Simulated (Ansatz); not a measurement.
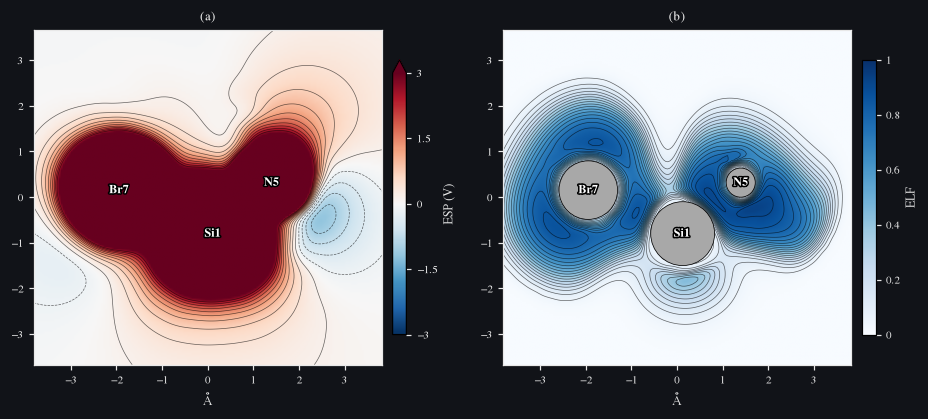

*BrH4NSi···HF. (a) molecular electrostatic potential; (b) electron localisation function on the plane of atoms N5, Si1 and Br7. Grey discs cover the atomic cores in the ELF map.*

The product side of a reaction path; geometry: PBE0-D4/def2-TZVP.

Method: RKS PBE0-D4/def2-TZVPP (Ansatz).

```tsv
atom	x (Å)	y (Å)	z (Å)
Si	-0.8643	0.6046	-0.0039
F	1.6379	-1.4562	-1.1214
H	-1.6609	-0.1317	-1.0036
H	-1.5988	1.6995	0.6615
N	-0.2422	-0.4565	1.1591
H	1.5999	-0.5441	-1.3165
Br	0.7296	1.6495	-1.2480
H	0.2719	-1.2688	0.8480
H	0.1269	-0.0964	2.0248
```

Question: Read the bonding off the picture.

Answer: The section cuts through Si, N and Br sites. Si–N (1.69 Å): the ELF peaks at about 0.90 between the atoms: a shared but strongly polarised pair. Si–Br (2.28 Å): the ELF peaks at about 0.85 between the atoms (a shared but strongly polarised pair). The ELF also peaks beside Br7 and N5, away from the bonds: lone-pair regions. Outside the dense part of the complex the potential is most negative (−1.2 V) near N5.
